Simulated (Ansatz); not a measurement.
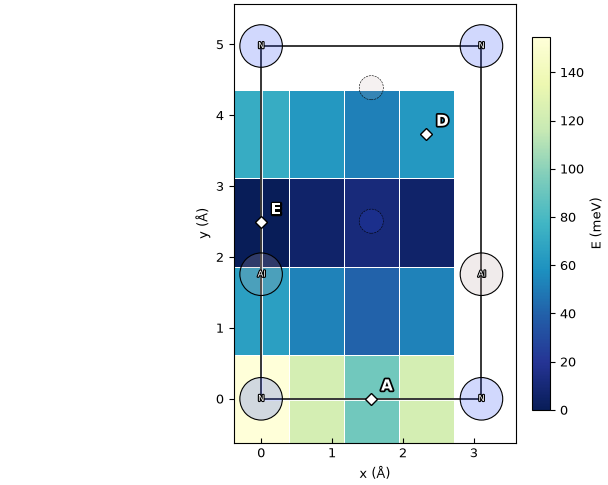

CO on an AlN(100) slab cut from the P6_3mc phase, its upper half relaxed before the scan (16 atoms of substrate and one adsorbate in a 2 × 1 cell). CO (O end down) is moved over the surface cell at a fixed height above a rigid substrate; the origin of the map has the adsorbate above N15; the height is held at 2.90 Å. Places are given modulo a cell vector. The map is drawn in real space over the plane of the surface. The grid has 4 × 4 points; 12 points were computed and 4 follow by symmetry. Places are given in fractions of the 1 × 1 surface cell. All energies are given in meV relative to the lowest grid point. At a fixed height the lowest place need not be the adsorption site. Method: Ansatz, DFT PBE+D3(BJ), scalar-relativistic, plane waves, PAW. Settings: cutoff 420 eV, k-mesh 5×6×1, gaussian smearing 0.05 eV, no spin polarisation.

Drawn: one coloured cell a grid point, labelled circles for the atoms of the top layer and small ones for the second layer, the outline of one cell of the plane, lettered points.

Rank the lettered points by energy, lowest first.

Answer. E (0 meV), D (62 meV), A (92 meV).

PAW datasets: the set soft_1.
